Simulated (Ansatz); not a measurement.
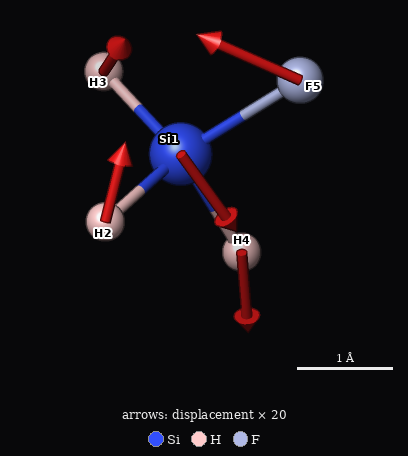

This is a relaxation of SiH₃F. The starting structure is drawn; red arrows show the displacements, magnified 20 times. The two geometries are superimposed by the best rigid fit.

A ball-and-stick model, seen from a free direction.

It is one of the separated products of a reaction.

Method: RKS PBE0-D4/def2-TZVP in Ansatz. Set-up: force threshold 0.005 eV/Å; at most 200 steps.

Describe the change and its energy.

Answer. The largest move after the best rigid fit is that of F5, 0.064 Å. By element the largest moves are F 0.064 Å, Si 0.061 Å, H 0.055 Å. Near-neighbour distances that change, for instance: Si1–H4 1.492 → 1.482 Å, Si1–F5 1.608 → 1.600 Å. Among the angles between lasting bonds that change: H4–Si1–F5 103.1° → 108.3°, H2–Si1–F5 112.3° → 108.3°, H2–Si1–H4 107.4° → 110.6°. After 4 geometry steps the energy has fallen by 6.12 kJ/mol. Largest force component: 1.1 eV/Å at the start, 0.0029 eV/Å at the end. The run took 1.9 s on 8 threads of Intel Xeon Platinum 8375C @ 2.90GHz, on a shared host.
